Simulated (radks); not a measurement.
System: Z = 33.8 with 34 electrons, configuration [Ar] 3d10 4s2 4p4 (high spin). Level of theory: scalar-relativistic Kohn-Sham, PBE, spin-polarised, spherical densities, point nucleus. Computed with the in-house radial solver radks.

Wanted: the number of electrons inside radius r (solid) and the radial density 4πr²ρ (dashed).

The count levels off at 34 electrons. Half of them lie within 0.501 bohr, 90 % within 1.91 bohr and 99 % within 3.94 bohr. The radial density has minima at 0.0652 and 0.300 bohr, where the count stands at 2.1 and 11.0; these part the shells that the density resolves.

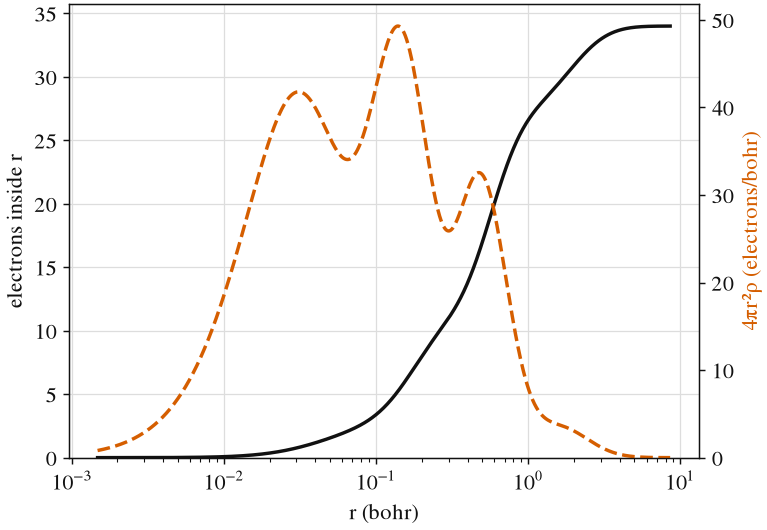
